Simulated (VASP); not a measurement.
Band structure of Zr₃Ge (relaxed from the D03 structure, space group Fm-3m). These are PBEsol GGA, VASP's PBE PAW potentials (set 64) (plane waves; VASP) values and carry that method's errors.

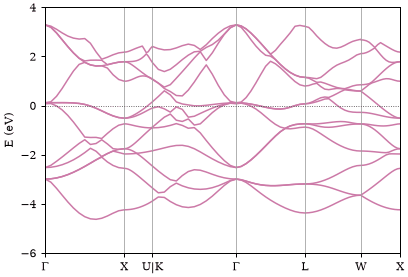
Figure. Bands along high-symmetry lines, zero at the valence-band maximum or, without a gap, the Fermi level

Problem. Read the plot: is there a gap, and where are the band edges?

Solution. It has no gap at this level: it comes out as a metal or semimetal. (Edges off the drawn lines would not show.)

The structure was generated: Zr3Ge was put into the D03 type (Fm-3m), which need not be its known phase. It was relaxed first, which changed the volume by -27 %.
